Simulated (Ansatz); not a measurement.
**C₃H₉BSi: one species, many methods**

How much do the methods differ for C₃H₉BSi? The plan is to run it at one geometry with functionals of several rungs and with coupled cluster. The yardstick is the atomisation energy at the CCSD(T) limit.

Method: functionals in def2-TZVPP, the program's frozen cores in correlated methods; program: Ansatz 0.2.0, Gaussian basis.

Levels to be run: PBE-D4, r2SCAN-D4, PBE0-D4, B3LYP-D4, ωB97X-V, ωB97M-V, B2PLYP; CCSD(T)/def2-TZVPP; MP2/def2-QZVPP; extrapolation to the limit.

## Step 1: The relaxed structure

The geometry comes from an earlier relaxation with PBE0-D4 in a triple-zeta def2 set; it is a stationary point, not always the lowest conformer.

SMILES `CC1([SiH3])BC1`, 14 atoms, charge 0, spin multiplicity 1.

Atoms are counted from 1 here; the program's logs count them from 0.

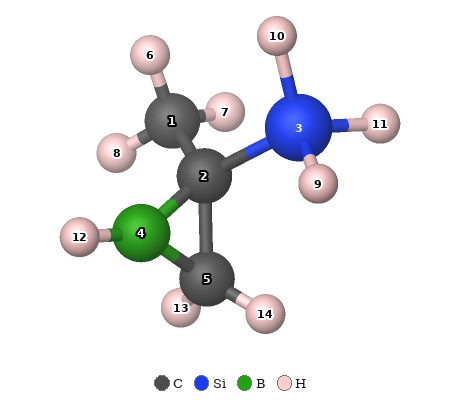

The geometry (carbon dark grey, silicon blue, boron green, hydrogen pink); atoms are numbered from 1 in the order of the file.

Geometry (Å):

| atom | x (Å) | y (Å) | z (Å) |
| --- | --- | --- | --- |
| C1 | -1.24907 | 0.96081 | 0.27855 |
| C2 | -0.16040 | -0.05749 | -0.01223 |
| Si3 | 1.38042 | 0.11092 | 1.01276 |
| B4 | -0.48679 | -1.47351 | -0.45219 |
| C5 | 0.09500 | -0.50865 | -1.47570 |
| H6 | -1.57880 | 0.90667 | 1.31918 |
| H7 | -0.90053 | 1.98071 | 0.08692 |
| H8 | -2.12791 | 0.79503 | -0.35159 |
| H9 | 2.31274 | -1.01236 | 0.71560 |
| H10 | 1.05045 | 0.08976 | 2.46354 |
| H11 | 2.08042 | 1.39023 | 0.70343 |
| H12 | -0.96859 | -2.52445 | -0.19376 |
| H13 | -0.57984 | -0.11441 | -2.23493 |
| H14 | 1.12001 | -0.57246 | -1.83086 |

## Step 2: PBE-D4 (GGA)

in.yaml

```yaml
crystal:
  periodic: [false, false, false]
  atoms:
    - {symbol: C, position_ang: [-1.249072, 0.960815, 0.278546]}
    - {symbol: C, position_ang: [-0.160395, -0.057485, -0.012230]}
    - {symbol: Si, position_ang: [1.380419, 0.110916, 1.012762]}
    - {symbol: B, position_ang: [-0.486790, -1.473510, -0.452192]}
    - {symbol: C, position_ang: [0.095001, -0.508652, -1.475704]}
    - {symbol: H, position_ang: [-1.578804, 0.906667, 1.319178]}
    - {symbol: H, position_ang: [-0.900533, 1.980713, 0.086915]}
    - {symbol: H, position_ang: [-2.127915, 0.795034, -0.351594]}
    - {symbol: H, position_ang: [2.312738, -1.012362, 0.715603]}
    - {symbol: H, position_ang: [1.050450, 0.089757, 2.463542]}
    - {symbol: H, position_ang: [2.080417, 1.390227, 0.703430]}
    - {symbol: H, position_ang: [-0.968591, -2.524446, -0.193764]}
    - {symbol: H, position_ang: [-0.579838, -0.114408, -2.234934]}
    - {symbol: H, position_ang: [1.120010, -0.572463, -1.830856]}
basis:
  gaussian: {orbitals: def2-TZVPP}
hamiltonian: {xc: pbe, dispersion: d4}
output: {forces: true, orbitals: {seedname: orbitals}}
```

On the command line:

```bash
ansatz run in.yaml --threads 4 --pin off --events-out ev --progress --plain --max-ram 10444MiB
```

Further steps of the session: r2SCAN-D4 (meta-GGA); PBE0-D4 (hybrid); B3LYP-D4 (hybrid); ωB97X-V (range-separated); ωB97M-V (range-separated); B2PLYP (double hybrid); CCSD(T) in def2-TZVPP; MP2 in def2-QZVPP.

Before running them: what should the planned runs give, taken together? Wanted: atomisation energy, CCSD(T)/CBS; farthest; mean size of error, hybrid; mean size of error, range-separated; gap, smallest and largest; T1 diagnostic; triples share of the correlation energy.

**Answer**, as computed:

| quantity | value |
| --- | --- |
| atomisation energy, CCSD(T)/CBS | 1232.4 kcal/mol |
| functionals within 6.2 kcal/mol (0.5 %) | B3LYP-D4 |
| farthest | PBE-D4 (+21.2 kcal/mol) |
| mean size of error, hybrid | 8.3 kcal/mol |
| mean size of error, range-separated | 8.7 kcal/mol |
| gap, smallest and largest | 3.57 eV (PBE-D4), 10.33 eV (ωB97X-V) |
| T1 diagnostic | 0.0110 |
| triples share of the correlation energy | 3.9 % |

PBE-D4 is off by +21.2 kcal/mol. Double hybrids carry the basis error of their MP2 part in triple zeta, and no dispersion term here, so their miss is partly the set-up's. Misses under about 6.2 kcal/mol are within the doubt on the reference itself, which lacks core-valence correlation, relativity and higher excitations. Hartree-Fock recovers 76 % of the binding; the rest is correlation. Orbital gaps span 3.6 to 10.3 eV; exact exchange widens them.
